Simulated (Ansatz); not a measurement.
**Converging zone-centre phonons against the mesh: Lu (P6_3/mmc, 2 atoms in the cell)**

```
CELL_PARAMETERS angstrom
      1.74125    -3.01593     0.00000
      1.74125     3.01593     0.00000
      0.00000     0.00000     5.52225
ATOMIC_POSITIONS crystal
  Lu 0.33333 0.66667 0.25000
  Lu 0.66667 0.33333 0.75000
```

Computed with PBE (plane waves, PAW; Ansatz, a program for electronic structure).

Base settings: basis.ecutwfc = 420 eV; kpoints.mp_grid.grid = 11 11 6; hamiltonian.xc = pbe; hamiltonian.pseudopotentials = {kind: paw} (the program's default PAW files); scf.occupations.method = gaussian; scf.occupations.width = 0.1 eV.

In this ladder: phonons.method = dfpt.

Frequencies are those of the unrelaxed cell, without the LO-TO term of polar crystals.

Only quantities that move along the ladder and can be compared are tabulated.

Core times come from one kind of shared machine, to one figure; runs under 30 s give none.

The starting cell has typed, rounded lattice constants, without a prior relaxation at this level. Its lattice was rescaled by up to half a per cent.

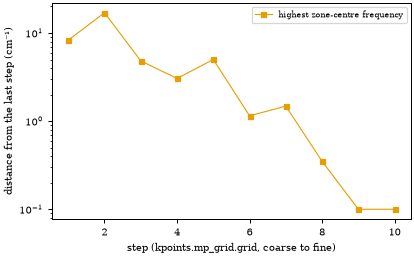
Figure: Distance from the last step along the ladder; very small values are drawn at a floor.

| kpoints.mp_grid.grid | highest zone-centre frequency (cm⁻¹) | core time / last (rough) |
|---|---|---|
| 3 3 2 | 125.3 | – |
| 4 4 2 | 100.0 | – |
| 5 5 3 | 121.9 | – |
| 6 6 3 | 114.0 | – |
| 7 7 4 | 112.0 | – |
| 8 8 5 | 115.9 | – |
| 10 10 6 | 118.5 | 0.04 |
| 13 13 7 | 117.4 | 0.07 |
| 16 16 9 | 117.0 | 0.1 |
| 20 20 11 | 117.1 | 0.5 |
| 25 25 14 | 117.0 | 1 |

Coarsest kpoints.mp_grid.grid that holds the highest zone-centre frequency within 1 cm⁻¹ of the last step, with all finer ones: 13 13 7, at about 0.07 of the last step's time; the step before is off by 1.5 cm⁻¹.

Keys are those of Ansatz 0.2.
